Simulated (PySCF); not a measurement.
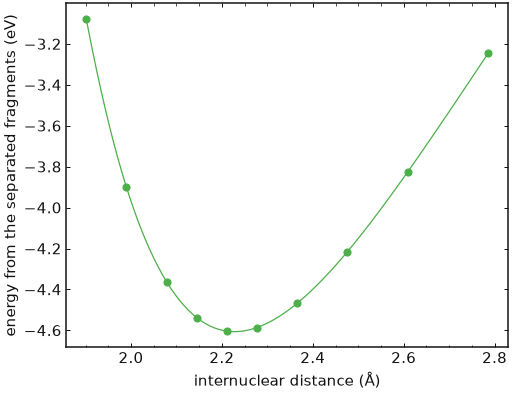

Bond curve of GeBr⁺, singlet. PBE/def2-TZVPPD with PySCF, UKS. One reference determinant with the occupation held, the lowest that a PBE0 search over spins and occupations found; no spin-orbit coupling. Zero is the separated fragments in their ground configurations, without counterpoise. The fragments are Ge⁺ + Br. With PBE the solution stays closed-shell at all points drawn; such a solution can't reach the open-shell fragments at long range. 2 further points of the run are not drawn.

### What constants does a Dunham fit to the curve give (main isotopes)?

re = 2.228 Å, ωe = 354 cm⁻¹, ωexe = 0.8 cm⁻¹, De = 4.61 eV, Be = 0.089 cm⁻¹.

### How much does zero-point motion take off the well depth?

0.022 eV (177 cm⁻¹): De = 4.61 eV, D0 = 4.58 eV.

Note: no scalar relativity; spin-orbit coupling is left out; it can lower the fragments Ge⁺ and Br more than the molecule, and De with it.
